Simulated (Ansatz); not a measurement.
Run report: CH7GaO, nudged elastic band

- system: CH7GaO
- method: RKS B3LYP-D4/def2-SVP (Ansatz 0.2.0)

One setting was made poor on purpose. It belongs to a series of runs on one base structure; here: band between the two ends. Figures and captions count atoms from 1; the log counts them from 0 in places.

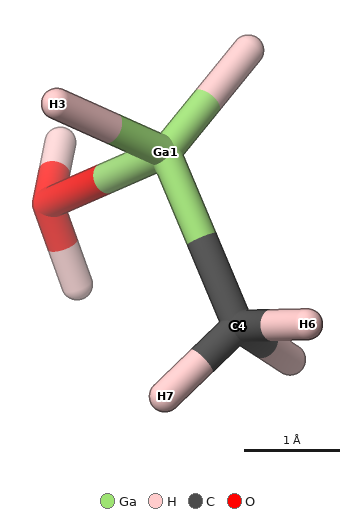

**Figure 1.** The input geometry (stick view, seen at a tilt; atoms are numbered from 1 in the order of the input). Sticks mark near contacts. Bond lengths as drawn: C–Ga 2.00 Å, C–H 1.10 Å, Ga–H 1.58 to 1.59 Å, Ga–O 2.22 Å and H–O 0.97 Å.

### Key numbers

```tsv
quantity	value
outcome	converged
barrier, forward	0.094 eV
barrier, backward	0.052 eV
hardware	2 threads of Arm Neoverse V1, 24 GiB of memory available, shared host
wall time	88 s (CPU time 2.8 min)
peak memory	0.2 GiB
```

### Notes

A deliberately poor setting: few images. The order of the saddle point was not checked.

### Input file
```yaml
crystal:
  periodic: [false, false, false]
  atoms:
    - { symbol: Ga, position_ang: [-0.041402, 0.16512, 0.166567] }
    - { symbol: H, position_ang: [-0.209359, 0.517203, 1.707638] }
    - { symbol: H, position_ang: [1.343385, 0.463316, -0.529886] }
    - { symbol: C, position_ang: [-1.693474, 0.001585, -0.943025] }
    - { symbol: H, position_ang: [-2.514883, -0.500575, -0.40355] }
    - { symbol: H, position_ang: [-2.058988, 1.007299, -1.212265] }
    - { symbol: H, position_ang: [-1.509774, -0.537307, -1.887316] }
    - { symbol: O, position_ang: [0.192835, -2.012695, 0.507996] }
    - { symbol: H, position_ang: [-0.636613, -2.460049, 0.281828] }
    - { symbol: H, position_ang: [0.338972, -2.191697, 1.448913] }
basis:
  gaussian: { orbitals: def2-SVP }
hamiltonian:
  xc: b3lyp
  dispersion: d4
neb:
  order_check: false
  images: 2
  f_tol: 0.03
  max_iterations: 60
  climbing: false
  final_atoms:
    - { symbol: Ga, position_ang: [-0.24482313, -0.0704173, -0.66990427] }
    - { symbol: H, position_ang: [1.23398005, -1.87167906, 3.47688463] }
    - { symbol: H, position_ang: [1.08341597, 0.71740362, -0.91575732] }
    - { symbol: C, position_ang: [-1.95990269, 0.04947266, -1.64252723] }
    - { symbol: H, position_ang: [-2.69672893, -0.681422, -1.27647125] }
    - { symbol: H, position_ang: [-2.38340498, 1.06145975, -1.52794945] }
    - { symbol: H, position_ang: [-1.79914231, -0.11941664, -2.72009232] }
    - { symbol: O, position_ang: [-0.10109888, -1.21548593, 0.71775746] }
    - { symbol: H, position_ang: [-0.89238852, -1.735655, 0.90978864] }
    - { symbol: H, position_ang: [0.97079242, -1.68206011, 2.78517111] }
  initial_path:
    images:
      - { positions_ang: [[-0.041402, 0.16512, 0.166567], [-0.209359, 0.517203, 1.707638], [1.343385, 0.463316, -0.529886], [-1.693474, 0.001585, -0.943025], [-2.514883, -0.500575, -0.40355], [-2.058988, 1.007299, -1.212265], [-1.509774, -0.537307, -1.887316], [0.192835, -2.012695, 0.507996], [-0.636613, -2.460049, 0.281828], [0.338972, -2.191697, 1.448913]] }
      - { positions_ang: [[-0.00941901, 0.04979096, 0.05437684], [-0.06538318, 0.17114741, 1.84806094], [1.35850334, 0.13674119, -0.70108641], [-1.70317272, 0.00685864, -0.97550732], [-2.3577482, -0.77588193, -0.64095438], [-2.22071443, 0.93395952, -0.86349383], [-1.50709041, -0.14278122, -2.01723708], [0.11116812, -1.99637077, 0.6116423], [-0.53427902, -2.53212743, 0.1267307], [0.13883451, -1.39913638, 1.69436824]] }
      - { positions_ang: [[-0.07722605, -0.02872147, -0.22444692], [0.41572984, -0.62514661, 2.43780981], [1.271847, 0.22143706, -0.82971018], [-1.79198228, 0.0228212, -1.20867473], [-2.41836351, -0.83616426, -0.93192813], [-2.32885342, 0.95201311, -0.96872198], [-1.60354652, -0.00348444, -2.29482918], [0.01319016, -1.73063441, 0.68156278], [-0.61953753, -2.29066276, 0.33605092], [0.34944131, -1.22925741, 2.13978762]] }
      - { positions_ang: [[-0.24482313, -0.0704173, -0.66990427], [1.23398005, -1.87167906, 3.47688463], [1.08341597, 0.71740362, -0.91575732], [-1.95990269, 0.04947266, -1.64252723], [-2.69672893, -0.681422, -1.27647125], [-2.38340498, 1.06145975, -1.52794945], [-1.79914231, -0.11941664, -2.72009232], [-0.10109888, -1.21548593, 0.71775746], [-0.89238852, -1.735655, 0.90978864], [0.97079242, -1.68206011, 2.78517111]] }
```

Launch command:
```bash
ansatz run input.yaml --threads 2 --pin off --max-ram 3072MiB --backend cpu --events-out ev --progress --plain --runs-dir out
```

### What the program printed
```
Engine: ansatz 0.2.0, aarch64-unknown-linux-gnu
Functional definition: B3LYP
  parameter a0 = 0.2
  parameter ax = 0.72
  parameter ac = 0.81
  exchange = (1 - a0 - ax)*slater_x + ax*b88_x + a0*exact_x
  correlation = (1 - ac)*vwn_rpa_c + ac*lyp_c
1025 factors; integrals over basis functions are off by at most 5.3e-4 eV
mean field evaluation 1: about -55559.7496 eV, gradient 6.6e1 eV
mean field evaluation 2: about -55551.2816 eV, gradient 9.0e1 eV
mean field evaluation 4: about -55568.5509 eV, gradient 3.8e0 eV
mean field evaluation 8: about -55568.5843 eV, gradient 2.5e-2 eV
mean field -55568.58434013 eV, -2042.1078087606 hartree, gradient 3.1e-5 eV, S^2 0.000000; 0 other end points of the search recorded, 0 dependent functions left out
the calculation of the forces begins
reference -55568.58458181 eV, -2042.1078176422 hartree; 26, 26 occupied and 69, 69 virtual orbitals, 1025 factors
1020 factors; integrals over basis functions are off by at most 5.6e-4 eV
mean field evaluation 16: about -55523.7788 eV, gradient 1.4e2 eV
mean field -55568.57423889 eV, -2042.1074375468 hartree, gradient 3.7e-5 eV, S^2 0.000000; 0 other end points of the search recorded, 0 dependent functions left out
[... from here on the field's lines of each further geometry are left out, up to the last ...]
NEB iter   1: max|band force component| = 6.153e0 eV/Å  barrier→ = 1.7562 eV  barrier← = 1.7144 eV  Δτ_max = 0.2000 Å  (101 SCF iters)
NEB iter   2: max|band force component| = 3.757e0 eV/Å  barrier→ = 1.2090 eV  barrier← = 1.1671 eV  Δτ_max = 0.2000 Å  (58 SCF iters)
NEB iter   3: max|band force component| = 2.260e0 eV/Å  barrier→ = 0.9021 eV  barrier← = 0.8603 eV  Δτ_max = 0.2000 Å  (57 SCF iters)
NEB iter   4: max|band force component| = 1.072e0 eV/Å  barrier→ = 0.9462 eV  barrier← = 0.9043 eV  Δτ_max = 0.2000 Å  (55 SCF iters)
NEB iter   5: max|band force component| = 2.014e0 eV/Å  barrier→ = 0.8214 eV  barrier← = 0.7796 eV  Δτ_max = 0.0999 Å  (54 SCF iters)
NEB iter   6: max|band force component| = 6.377e-1 eV/Å  barrier→ = 0.6459 eV  barrier← = 0.6040 eV  Δτ_max = 0.1993 Å  (52 SCF iters)
NEB iter   7: max|band force component| = 7.088e-1 eV/Å  barrier→ = 0.3593 eV  barrier← = 0.3174 eV  Δτ_max = 0.0976 Å  (54 SCF iters)
NEB iter   8: max|band force component| = 2.466e-1 eV/Å  barrier→ = 0.2601 eV  barrier← = 0.2183 eV  Δτ_max = 0.1548 Å  (48 SCF iters)
NEB iter   9: max|band force component| = 5.523e-1 eV/Å  barrier→ = 0.1662 eV  barrier← = 0.1244 eV  Δτ_max = 0.0649 Å  (51 SCF iters)
NEB iter  10: max|band force component| = 3.967e-1 eV/Å  barrier→ = 0.1302 eV  barrier← = 0.0884 eV  Δτ_max = 0.0476 Å  (47 SCF iters)
NEB iter  11: max|band force component| = 1.093e-1 eV/Å  barrier→ = 0.1280 eV  barrier← = 0.0862 eV  Δτ_max = 0.0785 Å  (48 SCF iters)
NEB iter  12: max|band force component| = 7.926e-2 eV/Å  barrier→ = 0.1111 eV  barrier← = 0.0693 eV  Δτ_max = 0.0703 Å  (48 SCF iters)
NEB iter  13: max|band force component| = 7.022e-2 eV/Å  barrier→ = 0.1075 eV  barrier← = 0.0657 eV  Δτ_max = 0.0784 Å  (47 SCF iters)
NEB iter  14: max|band force component| = 4.901e-2 eV/Å  barrier→ = 0.0993 eV  barrier← = 0.0574 eV  Δτ_max = 0.0784 Å  (48 SCF iters)
NEB iter  15: max|band force component| = 4.114e-2 eV/Å  barrier→ = 0.0991 eV  barrier← = 0.0573 eV  Δτ_max = 0.0713 Å  (48 SCF iters)
NEB iter  16: max|band force component| = 4.384e-2 eV/Å  barrier→ = 0.0961 eV  barrier← = 0.0543 eV  Δτ_max = 0.0357 Å  (48 SCF iters)
NEB iter  17: max|band force component| = 3.867e-2 eV/Å  barrier→ = 0.0948 eV  barrier← = 0.0530 eV  Δτ_max = 0.0357 Å  (49 SCF iters)
the calculation of the forces begins
reference -55568.55258920 eV, -2042.1066419352 hartree; 26, 26 occupied and 69, 69 virtual orbitals, 1022 factors
1025 factors; integrals over basis functions are off by at most 8.6e-4 eV
mean field evaluation 288: about -55568.4958 eV, gradient 2.1e-5 eV
mean field -55568.49576527 eV, -2042.1045536945 hartree, gradient 1.5e-5 eV, S^2 0.000000; 1 other end points of the search recorded, 0 dependent functions left out
the calculation of the forces begins
reference -55568.49600672 eV, -2042.1045625675 hartree; 26, 26 occupied and 69, 69 virtual orbitals, 1025 factors
NEB iter  18: max|band force component| = 1.863e-2 eV/Å  barrier→ = 0.0937 eV  barrier← = 0.0519 eV  Δτ_max = 0.0000 Å  (96 SCF iters)
```

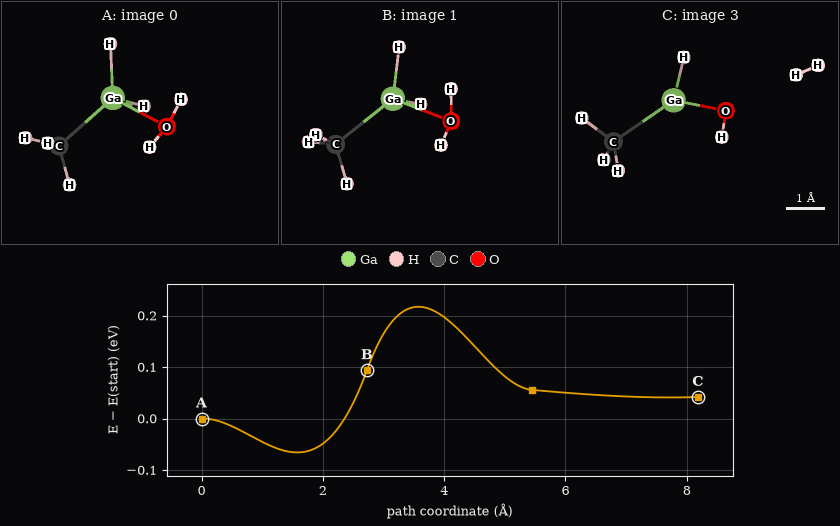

**Figure 2.** Images of the last band (counted from 0; ball-and-stick, seen at a tilt) above the energy along the path; the line is a cubic interpolation that uses the forces. The highest image is number 1, 0.094 eV above the start and 0.052 eV above the end; the end lies 0.042 eV above the start. The path is 8.18 Å long. The band converged in 18 iterations.

```
Total energy: -55568.73400929 eV, -2042.1133090006 hartree
Atom 0 at     0.067810    -0.048490    -0.095581 Å, force     0.014573     0.105169     0.143028 eV/Å
Atom 1 at     0.188438     0.445790     1.448835 Å, force    -0.043704     0.208368    -0.351044 eV/Å
Atom 2 at     1.387084    -0.140976    -0.961003 Å, force    -0.002260    -0.011600     0.066216 eV/Å
Atom 3 at    -1.685926     0.049629    -1.064347 Å, force     0.029923    -0.002672     0.079164 eV/Å
Atom 4 at    -1.898703    -0.867271    -1.645513 Å, force     0.063628     0.043013     0.082172 eV/Å
Atom 5 at    -2.532400     0.237428    -0.383674 Å, force    -0.010433    -0.021055    -0.034654 eV/Å
Atom 6 at    -1.653382     0.879317    -1.795883 Å, force     0.030517    -0.062570     0.102905 eV/Å
Atom 7 at     0.044775    -2.012903     0.927096 Å, force    -0.011350    -0.031983     0.065594 eV/Å
Atom 8 at    -0.798444    -2.488008     0.896215 Å, force    -0.033787    -0.033038     0.011600 eV/Å
Atom 9 at     0.091446    -1.602315     1.810756 Å, force    -0.037106    -0.193633    -0.164981 eV/Å
Dipole moment:    -0.383322    -0.493191     0.371415 e Å
this run last wrote the band of iteration 18 to [file]
```

### The last band as extended XYZ (Å, eV, eV/Å)
```
10
Properties=species:S:1:pos:R:3:forces:R:3 image=0 energy=-55568.82750
Ga   -0.0414    0.1651    0.1666    0.0033  -0.0044  -0.0119
H    -0.2094    0.5172    1.7076   -0.0016   0.0013   0.0096
H     1.3434    0.4633   -0.5299    0.0008   0.0021   0.0000
C    -1.6935    0.0016   -0.9430   -0.0019   0.0021   0.0060
H    -2.5149   -0.5006   -0.4036   -0.0023   0.0017  -0.0011
H    -2.0590    1.0073   -1.2123   -0.0017   0.0016  -0.0029
H    -1.5098   -0.5373   -1.8873    0.0030  -0.0030   0.0009
O     0.1928   -2.0127    0.5080   -0.0032  -0.0036   0.0017
H    -0.6366   -2.4600    0.2818    0.0020   0.0005  -0.0027
H     0.3390   -2.1917    1.4489    0.0017   0.0018   0.0004
10
Properties=species:S:1:pos:R:3:forces:R:3 image=1 energy=-55568.73377
Ga    0.0678   -0.0485   -0.0956    0.0146   0.1052   0.1430
H     0.1884    0.4458    1.4488   -0.0437   0.2084  -0.3510
H     1.3871   -0.1410   -0.9610   -0.0023  -0.0116   0.0662
C    -1.6859    0.0496   -1.0643    0.0299  -0.0027   0.0792
H    -1.8987   -0.8673   -1.6455    0.0636   0.0430   0.0822
H    -2.5324    0.2374   -0.3837   -0.0104  -0.0211  -0.0347
H    -1.6534    0.8793   -1.7959    0.0305  -0.0626   0.1029
O     0.0448   -2.0129    0.9271   -0.0114  -0.0320   0.0656
H    -0.7984   -2.4880    0.8962   -0.0338  -0.0330   0.0116
H     0.0914   -1.6023    1.8108   -0.0371  -0.1936  -0.1650
10
Properties=species:S:1:pos:R:3:forces:R:3 image=2 energy=-55568.77203
Ga   -0.0228   -0.5111   -0.7971   -0.0144   0.0081   0.0126
H     0.3988   -0.5257    3.1886   -0.0013  -0.0085   0.0100
H     1.3699    0.0784   -1.1927    0.0029   0.0001  -0.0140
C    -1.8402    0.0515   -1.3277    0.0069  -0.0145  -0.0203
H    -2.5025   -0.8184   -1.4598   -0.0081   0.0018   0.0006
H    -2.2719    0.6857   -0.5354    0.0013   0.0085   0.0082
H    -1.8273    0.6347   -2.2609    0.0008  -0.0025   0.0027
O     0.1577   -1.8936    0.3499    0.0192  -0.0095   0.0049
H    -0.6595   -2.3232    0.6334   -0.0096   0.0083  -0.0137
H     0.4085   -0.9262    2.5388    0.0022   0.0083   0.0090
10
Properties=species:S:1:pos:R:3:forces:R:3 image=3 energy=-55568.78567
Ga   -0.2448   -0.0704   -0.6699   -0.0058  -0.0068   0.0179
H     1.2340   -1.8717    3.4769   -0.0035   0.0018  -0.0100
H     1.0834    0.7174   -0.9158    0.0005  -0.0011  -0.0015
C    -1.9599    0.0495   -1.6425    0.0013   0.0071  -0.0125
H    -2.6967   -0.6814   -1.2765    0.0014   0.0013  -0.0004
H    -2.3834    1.0615   -1.5279    0.0070  -0.0129  -0.0008
H    -1.7991   -0.1194   -2.7201   -0.0034   0.0016   0.0136
O    -0.1011   -1.2155    0.7178   -0.0066   0.0080  -0.0172
H    -0.8924   -1.7357    0.9098    0.0047   0.0037  -0.0002
H     0.9708   -1.6821    2.7852    0.0044  -0.0027   0.0112
```
